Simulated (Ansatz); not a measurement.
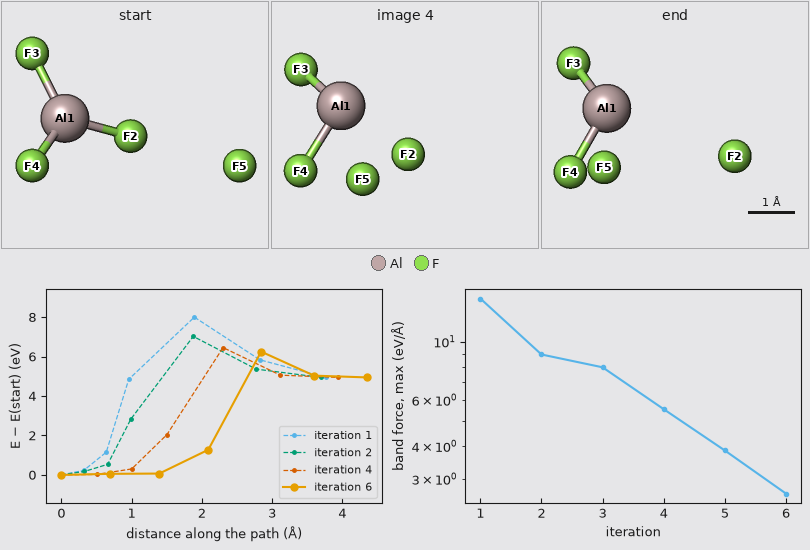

A nudged-elastic-band calculation for AlF4 (multiplicity 2), made up at the start of AlF3 and F. Images are numbered from 0 (start) to 6 (end). The plot follows the band through its iterations. The picture is a ball-and-stick view, seen at a tilt.

These are results of UHF/def2-SVP (Ansatz), not measurements. Set-up: 5 movable images; climbing image; force threshold 0.05 eV/Å; iteration limit 6; starting path through a guess of the saddle point.

> Did the band converge, and can the barrier be trusted?

The result isn't final. The band hadn't converged when the run stopped after 6 iterations. The largest component of the band force went from 15 to 2.6 eV/Å. The barrier read from it is provisional: over the last two iterations the highest image moved from 6.46 eV to 6.25 eV. The iteration limit was low. The first iteration put the highest image at 8.00 eV. Forward barrier 6.25 eV, backward barrier 1.31 eV, with image 4 at the top; the reaction energy is +4.94 eV.

Limits of the set-up: the start holds two separate molecules, 2.7 Å apart at their closest, whose relative position is a soft coordinate and is computed without a dispersion correction; Hartree-Fock leaves out electron correlation.
